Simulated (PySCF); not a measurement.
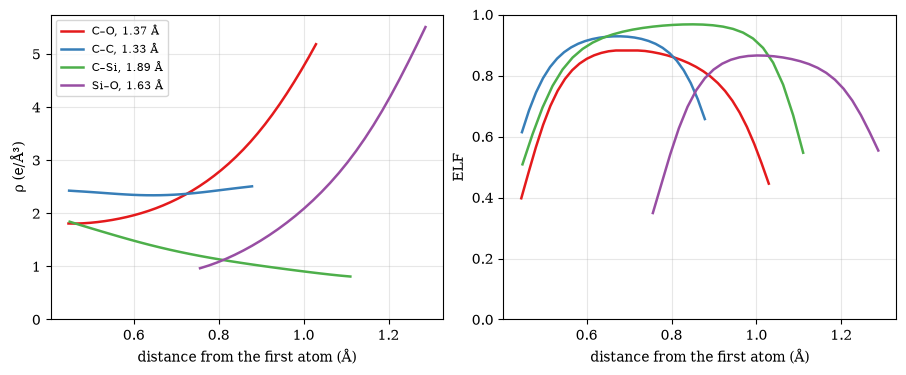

The picture shows: C₃H₇ClO₂Si₂. Electron density and electron localisation function along straight lines between neighbouring atoms. The curves leave out the atomic cores.

Geometry: GFN2-xTB.

These are results of wB97X-D/def2-SVPD, SCF density, gas phase in PySCF, not measurements.

```xyz
15

C     1.5911   -1.0649   -1.3288
C     0.7071   -0.8433   -0.3658
O     0.0133   -1.8841    0.1982
Si   -1.0446   -1.5244    1.3915
O    -0.9066    0.1132    1.4599
Si    0.1753    0.7952    0.4424
C    -0.6633    2.0464   -0.6985
Cl    1.6486    1.6151    1.5302
H     1.7961   -2.0566   -1.6950
H     2.1338   -0.2473   -1.7652
H    -0.5647   -2.0553    2.6519
H    -2.3943   -1.8119    0.9475
H     0.0664    2.5143   -1.3508
H    -1.1412    2.8313   -0.1199
H    -1.4215    1.5804   -1.3196
```

Compare the contacts.

C–O (1.37 Å): ρ is about 2.2 e/Å³ halfway, with its minimum of 1.8 e/Å³ about 0.5 Å from C; the ELF peaks at about 0.90 between the atoms (a polar covalent bond).
C–C (1.33 Å): ρ at the midpoint is about 2.3 e/Å³; the ELF peaks at about 0.95 between the atoms: a multiple bond.
C–Si (1.89 Å): the density is about 0.96 e/Å³ at the midpoint; the ELF peaks at about 0.95 between the atoms, as expected for localised, covalent bonding.
Si–O (1.63 Å): ρ is about 1.1 e/Å³ halfway; the ELF peaks at about 0.85 between the atoms, as expected for a shared but strongly polarised pair.
